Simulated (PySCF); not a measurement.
**F4S: density, localisation and related maps**

```yaml
atoms:
  - { symbol: F, position_ang: [-0.0449, 1.3169, -0.0745] }
  - { symbol: S, position_ang: [-0.2902, -0.2097, 0.2543] }
  - { symbol: F, position_ang: [-1.2616, -0.2652, -1.0878] }
  - { symbol: F, position_ang: [0.8364, -0.0534, 1.4613] }
  - { symbol: F, position_ang: [0.8352, -0.8990, -0.6154] }
```

Geometry: PBE0-D3(BJ)/def2-SVP.

Method: PBE0/pcSseg-1, SCF density, gas phase, non-relativistic (PySCF).

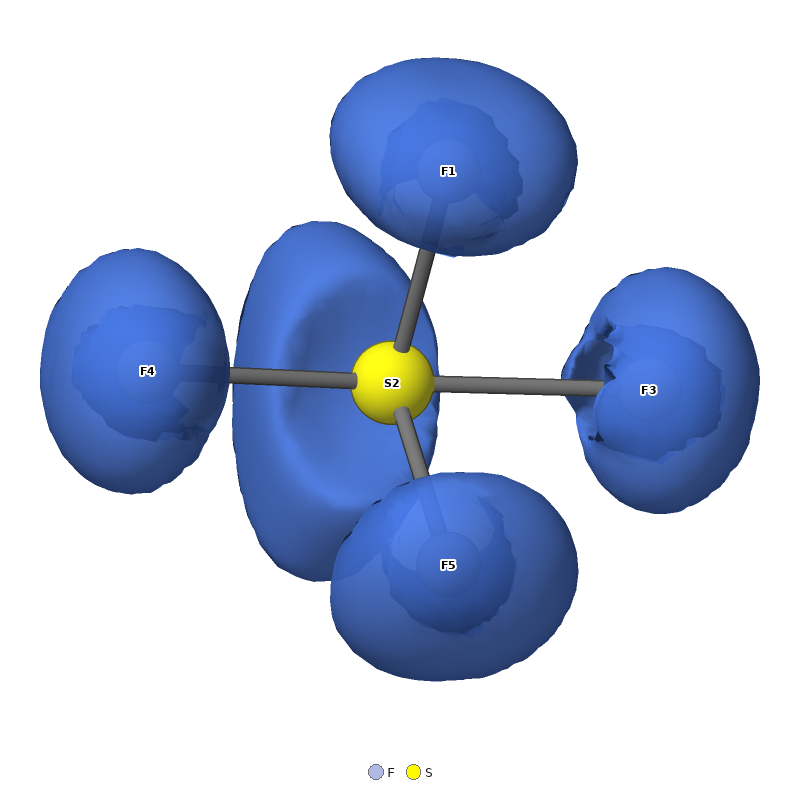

Figure 1. Isosurface of the ELF at 0.8 (blue), seen at a tilt. Core shells and regions of very low density are left out.

What do the ELF domains correspond to?

At this value the surface marks out one lobe on S, pointing away from the bonds (lone pairs) and four regions wrapped around F (its lone pairs, merged into a ring or cap). Profiles from the grid: S–F (1.58 Å): the ELF peaks at about 0.80 between the atoms (a polar covalent bond). S–F (1.66 Å): the ELF peaks at about 0.80 between the atoms; a polar covalent bond.

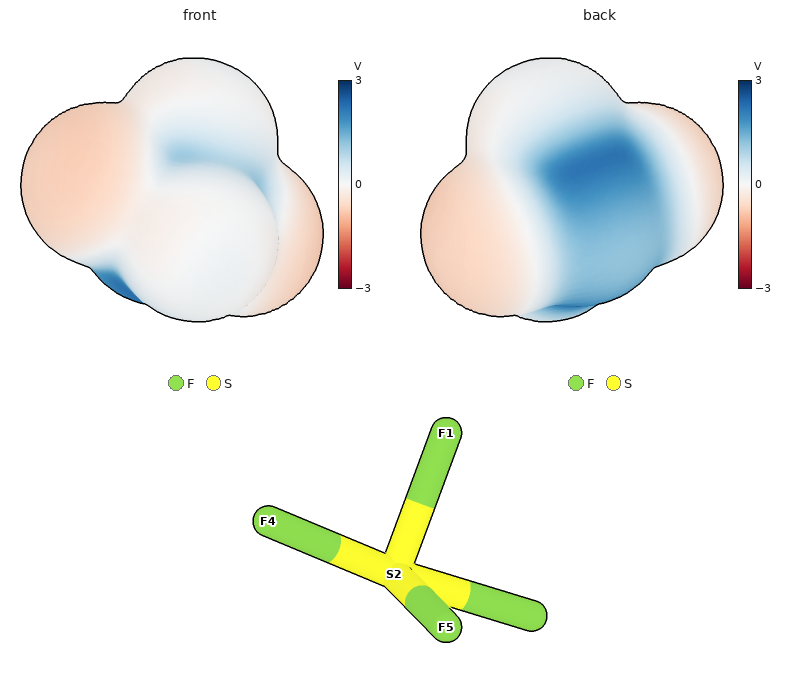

Figure 2. The molecular electrostatic potential painted on the density surface at 0.002 e/bohr³, seen from the front and from behind; the colour scale runs from red (negative) to blue (positive). The bare structure is drawn below in the same view.

Which sites attract a positive test charge, and which a negative one?

A positive charge is drawn to the negative regions and a negative charge to the positive ones. The most negative region (about −0.7 V) lies over F3 and F4, the most positive (about +2.2 V) over S2.

What dipole moment does the calculation give?

Its dipole moment is 0.95 D.

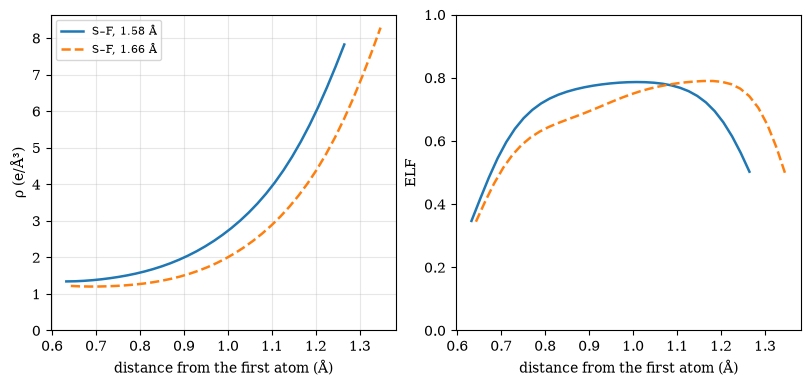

Figure 3. Total electron density and ELF along straight lines between neighbouring atoms. The curves leave out the atomic cores.

Compare the contacts.

S–F (1.58 Å): the density is about 1.6 e/Å³ at the midpoint; the ELF peaks at about 0.80 between the atoms (a polar covalent bond).
S–F (1.66 Å): ρ at the midpoint is about 1.3 e/Å³; the ELF peaks at about 0.80 between the atoms; a shared but strongly polarised pair.
